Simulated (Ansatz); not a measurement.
**Nudged elastic band of GaH₃O (part 1 of 2)**

The run: nudged elastic band of GaH₃O. Method and program: RKS PBE0/def2-SVP (Ansatz 0.2.0).

The run did not end well. It belongs to a series of runs on one base structure; here: band between the two ends.

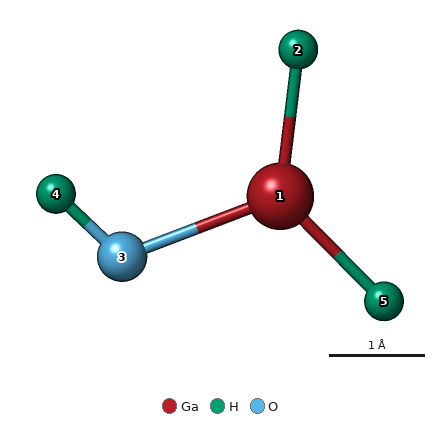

The structure as given in the input (ball-and-stick view, seen at a tilt; atoms are numbered from 1 in the order of the input). Sticks mark near contacts. Bond lengths as drawn: Ga–H 1.56 to 1.57 Å, Ga–O 1.79 Å and H–O 0.96 Å.

Input file
```yaml
crystal:
  periodic: [false, false, false]
  atoms:
    - { symbol: Ga, position_ang: [0.25592, -0.073812, 0.320811] }
    - { symbol: H, position_ang: [0.23064, -0.024644, 1.887639] }
    - { symbol: O, position_ang: [1.810958, -0.43014, -0.481892] }
    - { symbol: H, position_ang: [2.555214, -0.573821, 0.111491] }
    - { symbol: H, position_ang: [-0.918031, 0.150517, -0.679548] }
basis:
  gaussian: { orbitals: def2-SVP }
hamiltonian:
  xc: pbe0
neb:
  order_check: false
  images: 9
  f_tol: 0.03
  max_iterations: 60
  final_atoms:
    - { symbol: Ga, position_ang: [-0.80729844, 0.303471, 0.26958449] }
    - { symbol: H, position_ang: [1.76002884, -0.37104071, 1.52535099] }
    - { symbol: O, position_ang: [1.43831941, -0.10069434, 0.65770817] }
    - { symbol: H, position_ang: [1.88345506, -0.65169984, 0.00321072] }
    - { symbol: H, position_ang: [-0.33980387, -0.13193611, -1.29735338] }
  initial_path:
    images:
      - { positions_ang: [[0.25592, -0.073812, 0.320811], [0.23064, -0.024644, 1.887639], [1.810958, -0.43014, -0.481892], [2.555214, -0.573821, 0.111491], [-0.918031, 0.150517, -0.679548]] }
      - { positions_ang: [[0.20501172, -0.05767347, 0.256865], [0.39198481, -0.04754377, 1.79586565], [1.83875954, -0.34122003, -0.30459116], [2.50051355, -0.63965737, 0.11786415], [-1.00156862, 0.13419463, -0.70750264]] }
      - { positions_ang: [[0.15410344, -0.04153495, 0.192919], [0.55332963, -0.07044354, 1.7040923], [1.86656109, -0.25230005, -0.12729033], [2.4458131, -0.70549373, 0.12423731], [-1.08510625, 0.11787227, -0.73545729]] }
      - { positions_ang: [[0.10319516, -0.02539642, 0.12897301], [0.71467444, -0.09334331, 1.61231895], [1.89436263, -0.16338008, 0.05001051], [2.39111265, -0.7713301, 0.13061046], [-1.16864387, 0.1015499, -0.76341193]] }
      - { positions_ang: [[0.05228688, -0.0092579, 0.06502701], [0.87601925, -0.11624307, 1.5205456], [1.92216417, -0.0744601, 0.22731135], [2.33641219, -0.83716646, 0.13698361], [-1.2521815, 0.08522754, -0.79136657]] }
      - { positions_ang: [[0.0013786, 0.00688063, 0.00108101], [1.03736407, -0.13914284, 1.42877225], [1.94996571, 0.01445987, 0.40461219], [2.28171174, -0.90300283, 0.14335677], [-1.33571912, 0.06890517, -0.81932121]] }
      - { positions_ang: [[-0.16035681, 0.0661987, 0.05478171], [1.18189702, -0.18552242, 1.448088], [1.84763645, -0.00857097, 0.45523138], [2.20206041, -0.85274223, 0.11532756], [-1.13653607, 0.02873692, -0.91492765]] }
      - { positions_ang: [[-0.32209222, 0.12551678, 0.1084824], [1.32642998, -0.23190199, 1.46740375], [1.74530719, -0.03160181, 0.50585058], [2.12240907, -0.80248164, 0.08729835], [-0.93735302, -0.01143134, -1.01053408]] }
      - { positions_ang: [[-0.48382763, 0.18483485, 0.1621831], [1.47096293, -0.27828156, 1.4867195], [1.64297793, -0.05463265, 0.55646978], [2.04275773, -0.75222104, 0.05926914], [-0.73816997, -0.0515996, -1.10614051]] }
      - { positions_ang: [[-0.64556303, 0.24415293, 0.2158838], [1.61549589, -0.32466113, 1.50603525], [1.54064867, -0.0776635, 0.60708897], [1.96310639, -0.70196044, 0.03123993], [-0.53898692, -0.09176785, -1.20174694]] }
      - { positions_ang: [[-0.80729844, 0.303471, 0.26958449], [1.76002884, -0.37104071, 1.52535099], [1.43831941, -0.10069434, 0.65770817], [1.88345506, -0.65169984, 0.00321072], [-0.33980387, -0.13193611, -1.29735338]] }
```

Run on 1 thread of Arm Neoverse V2, 24 GiB of memory available, shared host.

Launched with:
```bash
ansatz run input.yaml --threads 1 --pin off --max-ram 2048MiB --backend cpu --events-out ev --progress --plain --runs-dir out
```

What the program printed
```
Engine: ansatz 0.2.0, aarch64-unknown-linux-gnu
Functional definition: PBE0
  parameter a = 0.25
  parameter kappa = 0.804
  parameter beta = 0.06672455060314922
  exchange = (1 - a)*pbe_x(kappa = kappa, mu = beta*pi^2/3) + a*exact_x
  correlation = pbe_c(beta = beta)
644 factors; integrals over basis functions are off by at most 2.4e-4 eV
mean field evaluation 1: about -54451.7180 eV, gradient 5.3e1 eV
mean field evaluation 2: about -54424.0365 eV, gradient 1.2e2 eV
mean field evaluation 4: about -54456.5990 eV, gradient 5.7e0 eV
mean field evaluation 8: about -54456.6324 eV, gradient 1.4e-2 eV
mean field -54456.63240771 eV, -2001.2443289523 hartree, gradient 2.4e-5 eV, S^2 0.000000; 0 other end points of the search recorded, 0 dependent functions left out
the calculation of the forces begins
reference -54456.63243361 eV, -2001.2443299040 hartree; 21, 21 occupied and 40, 40 virtual orbitals, 644 factors
647 factors; integrals over basis functions are off by at most 9.2e-4 eV
mean field evaluation 16: about -54449.1171 eV, gradient 6.1e1 eV
mean field -54455.64310061 eV, -2001.2079725868 hartree, gradient 1.1e-5 eV, S^2 0.000000; 0 other end points of the search recorded, 0 dependent functions left out
[... from here on the field's lines of each further geometry are left out, up to the last ...]
NEB iter   1: max|band force component| = 1.361e1 eV/Å  barrier→ = 3.5836 eV  barrier← = 2.5943 eV  Δτ_max = 0.1955 Å  (265 SCF iters)
NEB iter   2: max|band force component| = 3.188e0 eV/Å  barrier→ = 2.8691 eV  barrier← = 1.8797 eV  Δτ_max = 0.1920 Å  (260 SCF iters)
NEB iter   3: max|band force component| = 1.423e0 eV/Å  barrier→ = 2.6450 eV  barrier← = 1.6557 eV  Δτ_max = 0.1865 Å  (242 SCF iters)
NEB iter   4: max|band force component| = 5.178e-1 eV/Å  barrier→ = 2.5809 eV  barrier← = 1.5916 eV  Δτ_max = 0.0408 Å  (243 SCF iters)
NEB iter   5: max|band force component| = 4.622e-1 eV/Å  barrier→ = 2.5778 eV  barrier← = 1.5885 eV  CI = image 5  Δτ_max = 0.0677 Å  (222 SCF iters)
NEB iter   6: max|band force component| = 2.447e-1 eV/Å  barrier→ = 2.5917 eV  barrier← = 1.6024 eV  CI = image 5  Δτ_max = 0.0695 Å  (228 SCF iters)
NEB iter   7: max|band force component| = 2.877e-1 eV/Å  barrier→ = 2.5831 eV  barrier← = 1.5938 eV  CI = image 5  Δτ_max = 0.0349 Å  (227 SCF iters)
NEB iter   8: max|band force component| = 1.561e-1 eV/Å  barrier→ = 2.5765 eV  barrier← = 1.5872 eV  CI = image 5  Δτ_max = 0.0694 Å  (220 SCF iters)
NEB iter   9: max|band force component| = 2.869e-1 eV/Å  barrier→ = 2.5734 eV  barrier← = 1.5840 eV  CI = image 5  Δτ_max = 0.1365 Å  (227 SCF iters)
NEB iter  10: max|band force component| = 2.227e-1 eV/Å  barrier→ = 2.5725 eV  barrier← = 1.5831 eV  CI = image 5  Δτ_max = 0.1348 Å  (226 SCF iters)
NEB iter  11: max|band force component| = 3.497e-1 eV/Å  barrier→ = 2.5719 eV  barrier← = 1.5826 eV  CI = image 5  Δτ_max = 0.0681 Å  (220 SCF iters)
NEB iter  12: max|band force component| = 2.292e-1 eV/Å  barrier→ = 2.5717 eV  barrier← = 1.5824 eV  CI = image 5  Δτ_max = 0.1349 Å  (220 SCF iters)
NEB iter  13: max|band force component| = 4.125e-1 eV/Å  barrier→ = 2.5716 eV  barrier← = 1.5823 eV  CI = image 5  Δτ_max = 0.1329 Å  (205 SCF iters)
NEB iter  14: max|band force component| = 2.724e-1 eV/Å  barrier→ = 2.5716 eV  barrier← = 1.5823 eV  CI = image 5  Δτ_max = 0.0658 Å  (195 SCF iters)
NEB iter  15: max|band force component| = 2.882e-1 eV/Å  barrier→ = 2.5716 eV  barrier← = 1.5823 eV  CI = image 5  Δτ_max = 0.0264 Å  (182 SCF iters)
NEB iter  16: max|band force component| = 3.692e-1 eV/Å  barrier→ = 2.5716 eV  barrier← = 1.5823 eV  CI = image 5  Δτ_max = 0.0604 Å  (179 SCF iters)
NEB iter  17: max|band force component| = 3.763e-1 eV/Å  barrier→ = 2.5716 eV  barrier← = 1.5823 eV  CI = image 5  Δτ_max = 0.0985 Å  (179 SCF iters)
NEB iter  18: max|band force component| = 3.092e-1 eV/Å  barrier→ = 2.5716 eV  barrier← = 1.5823 eV  CI = image 5  Δτ_max = 0.0678 Å  (177 SCF iters)
NEB iter  19: max|band force component| = 3.668e-1 eV/Å  barrier→ = 2.5716 eV  barrier← = 1.5823 eV  CI = image 5  Δτ_max = 0.0683 Å  (168 SCF iters)
NEB iter  20: max|band force component| = 3.993e-1 eV/Å  barrier→ = 2.5716 eV  barrier← = 1.5823 eV  CI = image 5  Δτ_max = 0.0613 Å  (158 SCF iters)
NEB iter  21: max|band force component| = 2.902e-1 eV/Å  barrier→ = 2.5716 eV  barrier← = 1.5823 eV  CI = image 5  Δτ_max = 0.0257 Å  (161 SCF iters)
NEB iter  22: max|band force component| = 3.192e-1 eV/Å  barrier→ = 2.5716 eV  barrier← = 1.5823 eV  CI = image 5  Δτ_max = 0.0048 Å  (152 SCF iters)
NEB iter  23: max|band force component| = 3.518e-1 eV/Å  barrier→ = 2.5716 eV  barrier← = 1.5823 eV  CI = image 5  Δτ_max = 0.0237 Å  (157 SCF iters)
NEB iter  24: max|band force component| = 2.747e-1 eV/Å  barrier→ = 2.5716 eV  barrier← = 1.5823 eV  CI = image 5  Δτ_max = 0.0246 Å  (166 SCF iters)
NEB iter  25: max|band force component| = 3.596e-1 eV/Å  barrier→ = 2.5716 eV  barrier← = 1.5823 eV  CI = image 5  Δτ_max = 0.0037 Å  (152 SCF iters)
NEB iter  26: max|band force component| = 3.472e-1 eV/Å  barrier→ = 2.5716 eV  barrier← = 1.5823 eV  CI = image 5  Δτ_max = 0.0393 Å  (143 SCF iters)
NEB iter  27: max|band force component| = 3.984e-1 eV/Å  barrier→ = 2.5716 eV  barrier← = 1.5823 eV  CI = image 5  Δτ_max = 0.0652 Å  (158 SCF iters)
NEB iter  28: max|band force component| = 2.392e-1 eV/Å  barrier→ = 2.5716 eV  barrier← = 1.5823 eV  CI = image 5  Δτ_max = 0.0445 Å  (158 SCF iters)
NEB iter  29: max|band force component| = 2.229e-1 eV/Å  barrier→ = 2.5716 eV  barrier← = 1.5823 eV  CI = image 5  Δτ_max = 0.0428 Å  (148 SCF iters)
NEB iter  30: max|band force component| = 2.964e-1 eV/Å  barrier→ = 2.5716 eV  barrier← = 1.5823 eV  CI = image 5  Δτ_max = 0.0581 Å  (155 SCF iters)
NEB iter  31: max|band force component| = 3.810e-1 eV/Å  barrier→ = 2.5716 eV  barrier← = 1.5823 eV  CI = image 5  Δτ_max = 0.0443 Å  (151 SCF iters)
NEB iter  32: max|band force component| = 1.778e-1 eV/Å  barrier→ = 2.5716 eV  barrier← = 1.5823 eV  CI = image 5  Δτ_max = 0.0188 Å  (152 SCF iters)
NEB iter  33: max|band force component| = 3.391e-1 eV/Å  barrier→ = 2.5716 eV  barrier← = 1.5823 eV  CI = image 5  Δτ_max = 0.0112 Å  (161 SCF iters)
NEB iter  34: max|band force component| = 3.489e-1 eV/Å  barrier→ = 2.5716 eV  barrier← = 1.5823 eV  CI = image 5  Δτ_max = 0.0129 Å  (152 SCF iters)
NEB iter  35: max|band force component| = 3.608e-1 eV/Å  barrier→ = 2.5716 eV  barrier← = 1.5823 eV  CI = image 5  Δτ_max = 0.0134 Å  (150 SCF iters)
NEB iter  36: max|band force component| = 3.512e-1 eV/Å  barrier→ = 2.5716 eV  barrier← = 1.5823 eV  CI = image 5  Δτ_max = 0.0440 Å  (149 SCF iters)
NEB iter  37: max|band force component| = 7.522e-1 eV/Å  barrier→ = 2.5716 eV  barrier← = 1.5823 eV  CI = image 5  Δτ_max = 0.0099 Å  (165 SCF iters)
NEB iter  38: max|band force component| = 5.069e-1 eV/Å  barrier→ = 2.5716 eV  barrier← = 1.5823 eV  CI = image 5  Δτ_max = 0.0142 Å  (146 SCF iters)
NEB iter  39: max|band force component| = 3.659e-1 eV/Å  barrier→ = 2.5716 eV  barrier← = 1.5823 eV  CI = image 5  Δτ_max = 0.0347 Å  (140 SCF iters)
NEB iter  40: max|band force component| = 3.193e-1 eV/Å  barrier→ = 2.5716 eV  barrier← = 1.5823 eV  CI = image 5  Δτ_max = 0.0481 Å  (167 SCF iters)
NEB iter  41: max|band force component| = 7.509e-1 eV/Å  barrier→ = 2.5716 eV  barrier← = 1.5823 eV  CI = image 5  Δτ_max = 0.0233 Å  (163 SCF iters)
NEB iter  42: max|band force component| = 3.827e-1 eV/Å  barrier→ = 2.5716 eV  barrier← = 1.5823 eV  CI = image 5  Δτ_max = 0.0389 Å  (145 SCF iters)
NEB iter  43: max|band force component| = 2.251e-1 eV/Å  barrier→ = 2.5716 eV  barrier← = 1.5823 eV  CI = image 5  Δτ_max = 0.0199 Å  (148 SCF iters)
NEB iter  44: max|band force component| = 3.417e-1 eV/Å  barrier→ = 2.5716 eV  barrier← = 1.5823 eV  CI = image 5  Δτ_max = 0.0134 Å  (165 SCF iters)
NEB iter  45: max|band force component| = 2.882e-1 eV/Å  barrier→ = 2.5716 eV  barrier← = 1.5823 eV  CI = image 5  Δτ_max = 0.0682 Å  (152 SCF iters)
NEB iter  46: max|band force component| = 7.477e-1 eV/Å  barrier→ = 2.5716 eV  barrier← = 1.5823 eV  CI = image 5  Δτ_max = 0.0075 Å  (153 SCF iters)
NEB iter  47: max|band force component| = 7.410e-1 eV/Å  barrier→ = 2.5716 eV  barrier← = 1.5823 eV  CI = image 5  Δτ_max = 0.0200 Å  (155 SCF iters)
NEB iter  48: max|band force component| = 4.799e-1 eV/Å  barrier→ = 2.5716 eV  barrier← = 1.5823 eV  CI = image 5  Δτ_max = 0.0413 Å  (154 SCF iters)
NEB iter  49: max|band force component| = 3.725e-1 eV/Å  barrier→ = 2.5716 eV  barrier← = 1.5823 eV  CI = image 5  Δτ_max = 0.0342 Å  (155 SCF iters)
NEB iter  50: max|band force component| = 3.078e-1 eV/Å  barrier→ = 2.5716 eV  barrier← = 1.5823 eV  CI = image 5  Δτ_max = 0.0040 Å  (158 SCF iters)
NEB iter  51: max|band force component| = 2.854e-1 eV/Å  barrier→ = 2.5716 eV  barrier← = 1.5823 eV  CI = image 5  Δτ_max = 0.0424 Å  (149 SCF iters)
NEB iter  52: max|band force component| = 3.288e-1 eV/Å  barrier→ = 2.5716 eV  barrier← = 1.5823 eV  CI = image 5  Δτ_max = 0.0501 Å  (152 SCF iters)
NEB iter  53: max|band force component| = 6.246e-1 eV/Å  barrier→ = 2.5716 eV  barrier← = 1.5823 eV  CI = image 5  Δτ_max = 0.0772 Å  (162 SCF iters)
NEB iter  54: max|band force component| = 3.608e-1 eV/Å  barrier→ = 2.5716 eV  barrier← = 1.5823 eV  CI = image 5  Δτ_max = 0.0760 Å  (161 SCF iters)
NEB iter  55: max|band force component| = 4.644e-1 eV/Å  barrier→ = 2.5716 eV  barrier← = 1.5823 eV  CI = image 5  Δτ_max = 0.0806 Å  (146 SCF iters)
NEB iter  56: max|band force component| = 3.415e-1 eV/Å  barrier→ = 2.5716 eV  barrier← = 1.5823 eV  CI = image 5  Δτ_max = 0.0732 Å  (162 SCF iters)
NEB iter  57: max|band force component| = 3.197e-1 eV/Å  barrier→ = 2.5716 eV  barrier← = 1.5823 eV  CI = image 5  Δτ_max = 0.0543 Å  (163 SCF iters)
NEB iter  58: max|band force component| = 5.576e-1 eV/Å  barrier→ = 2.5716 eV  barrier← = 1.5823 eV  CI = image 5  Δτ_max = 0.0582 Å  (150 SCF iters)
NEB iter  59: max|band force component| = 2.155e-1 eV/Å  barrier→ = 2.5716 eV  barrier← = 1.5823 eV  CI = image 5  Δτ_max = 0.0920 Å  (156 SCF iters)
the calculation of the forces begins
reference -54455.55813558 eV, -2001.2048501796 hartree; 21, 21 occupied and 40, 40 virtual orbitals, 646 factors
these checks for a lower state are left out or cut short: starts, cluster_reference, orbital_swaps, neighbouring_geometries, increment
646 factors; integrals over basis functions are off by at most 1.0e-3 eV
mean field -54455.62394435 eV, -2001.2072686074 hartree, gradient 1.1e-5 eV, S^2 0.000000; 0 other end points of the search recorded, 0 dependent functions left out
the calculation of the forces begins
reference -54455.62396748 eV, -2001.2072694571 hartree; 21, 21 occupied and 40, 40 virtual orbitals, 646 factors
NEB iter  60: max|band force component| = 3.488e-1 eV/Å  barrier→ = 2.5716 eV  barrier← = 1.5823 eV  CI = image 5  Δτ_max = 0.0439 Å  (167 SCF iters)
```
